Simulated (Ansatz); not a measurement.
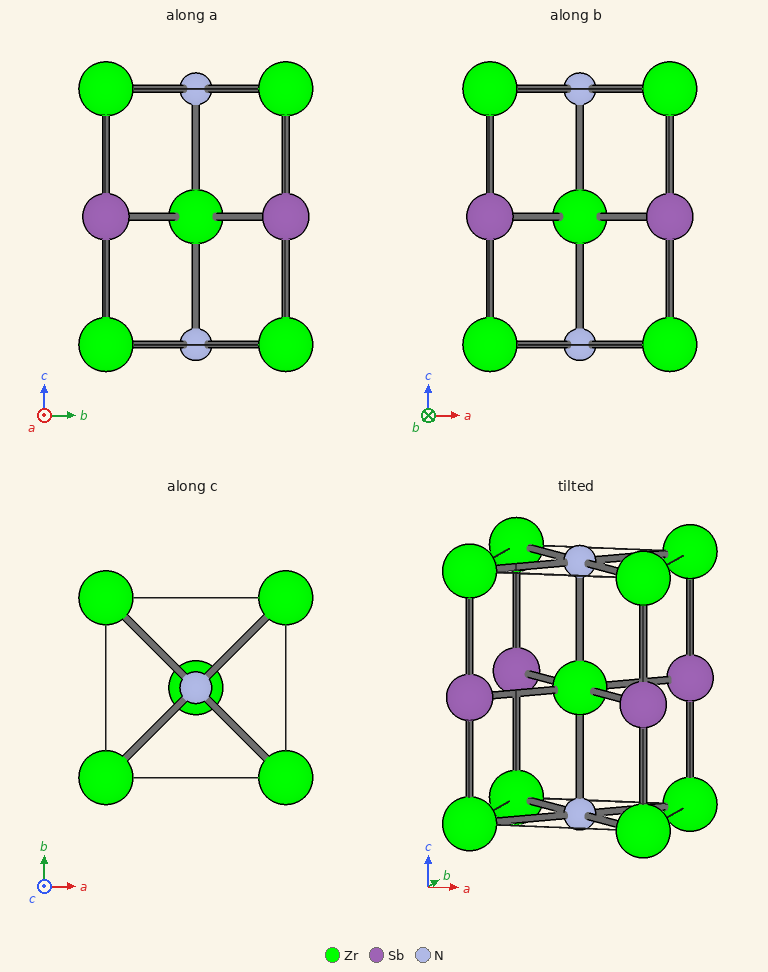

The image is a ball-and-stick drawing of a crystal, viewed along the a axis, along the b axis, along the c axis and slightly off an axis. The frame is the conventional unit cell; atoms at its boundary are shown with their periodic copies.

Lattice parameters: a = 3.7234 Å, b = 3.7234 Å, c = 5.2951 Å, α = 90.000°, β = 90.000°, γ = 90.000°.

Give the structure in the form of a CIF with its space group and independent sites.

Answer.
```cif
data_structure
_symmetry_space_group_name_H-M 'P 4/m m m'
_symmetry_Int_Tables_number 123
_cell_length_a 3.7234
_cell_length_b 3.7234
_cell_length_c 5.2951
_cell_angle_alpha 90.000
_cell_angle_beta 90.000
_cell_angle_gamma 90.000
_cell_volume 73.41
loop_
_atom_site_label
_atom_site_type_symbol
_atom_site_symmetry_multiplicity
_atom_site_Wyckoff_symbol
_atom_site_fract_x
_atom_site_fract_y
_atom_site_fract_z
_atom_site_occupancy
Zr1 Zr 1 a 0.0000 0.0000 0.0000 1
Zr2 Zr 1 d 0.5000 0.5000 0.5000 1
Sb1 Sb 1 b 0.0000 0.0000 0.5000 1
N1 N 1 c 0.5000 0.5000 0.0000 1
```

The starting point was a structure type filled with these elements by a generator (whether the compound takes this form wasn't checked). A relaxation with DFT LDA, scalar-relativistic, plane waves, PAW (Ansatz) gave the geometry drawn.
